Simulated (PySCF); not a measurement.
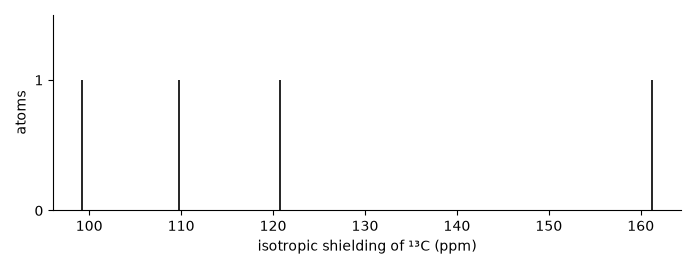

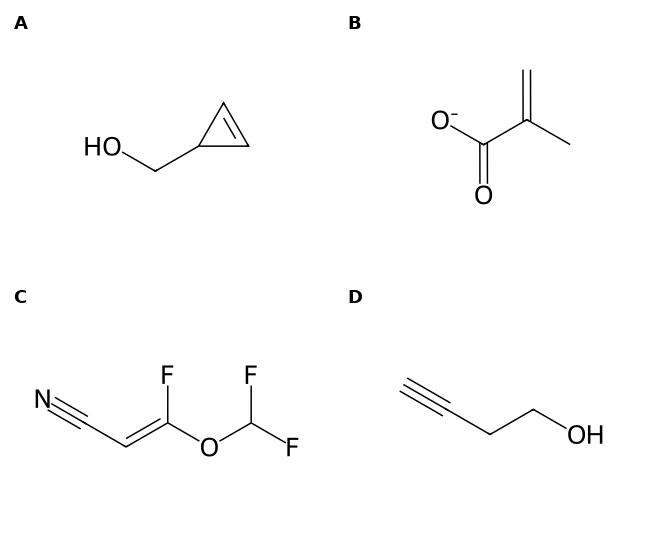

The sticks are computed shieldings of one of the molecules, for one fixed geometry (GFN2-xTB) without averaging over rotations. Low shielding means a high chemical shift. Method: GIAO PBE0/pcSseg-1 NMR shielding, non-relativistic, gas phase (PySCF 2.14.0).

Which molecule gives this pattern?

D, `C#CCCO`. Its 4 C atoms give lines at 99.2, 109.8, 120.8, 161.3 ppm.
